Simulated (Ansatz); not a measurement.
# Response to strain in W

The reference is W in the bcc (W type) structure (space group Im-3m, No. 229; a = 3.169 Å; relaxed with 0.1 eV smearing).

Strains are applied to the cell and any free atomic positions relax.

Computed with r2SCAN/PAW in Ansatz (a first-principles code), no SOC.

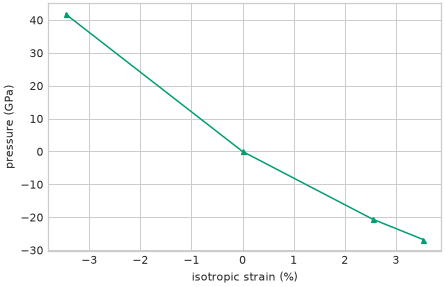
Fig. 1. Pressure against isotropic strain

```csv
isotropic strain (%),pressure
-3.46,41.8 GPa
2.55,-20.6 GPa
3.54,-26.8 GPa
```

Whether these cells are dynamically stable was not tested. The final runs are not spin-polarised.
